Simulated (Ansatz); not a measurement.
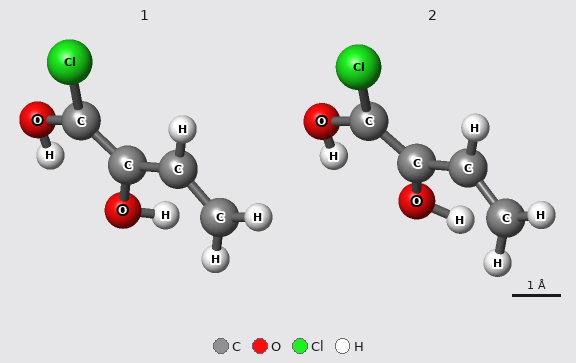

Two geometries of C4H5ClO2, drawn at one scale. One is the start of a relaxation, the other its converged end. The picture is a ball-and-stick view, seen from a free direction.

Theory: RKS PBE/6-31G* (Ansatz). (no spin polarisation; force threshold 0.015 eV/Å; at most 40 steps)

Which of the two is the end point?

Answer. Structure 1 is the relaxed one. The run prepares an end point of a later path (torsion) calculation, from a guessed geometry. The energy falls by 12.8 kcal/mol in 8 geometry steps. The largest force component goes from 5.1 to 0.015 eV/Å. An O atom moves most after the best rigid fit: 0.27 Å. Largest moves by element: O 0.27 Å, H 0.20 Å, Cl 0.19 Å, C 0.14 Å. Near-neighbour distances that change, for instance: C–O 1.293 → 1.404 Å, C–O 1.410 → 1.353 Å, C–H 1.036 → 1.092 Å, C–H 1.137 → 1.095 Å. Bond angles that change, for instance: O–C–C 117.8° → 112.6°, H–C–H 121.6° → 116.8°, C–C–H 115.3° → 119.9°. Groups turn about C–O by about 30°.
